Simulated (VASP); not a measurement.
Band structure of BeTe (zinc blende). Computed with PW91 GGA, VASP's PBE PAW potentials (set 64) (plane waves; VASP).

Unless said otherwise, spin-orbit coupling is left out, though it shifts the bands of the heavy elements here.

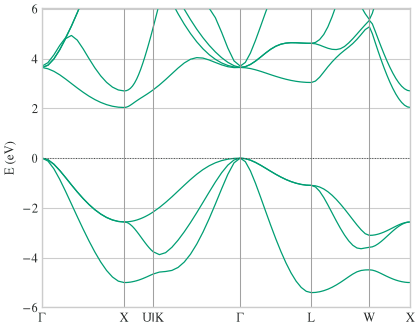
Bands along high-symmetry lines, zero at the valence-band maximum or, without a gap, the Fermi level

Question: Read the plot: is there a gap, and where are the band edges?

Answer: The gap is indirect, 2.03 eV, from the valence maximum at Γ to the conduction minimum at X. (Edges off the drawn lines would not show.)

Measured: gap 2.80 eV (computed value off by -0.77 eV), as given by Das et al., (2018), arXiv:1807.05623.

The compound is BeTe in the zinc blende structure. It was relaxed first.
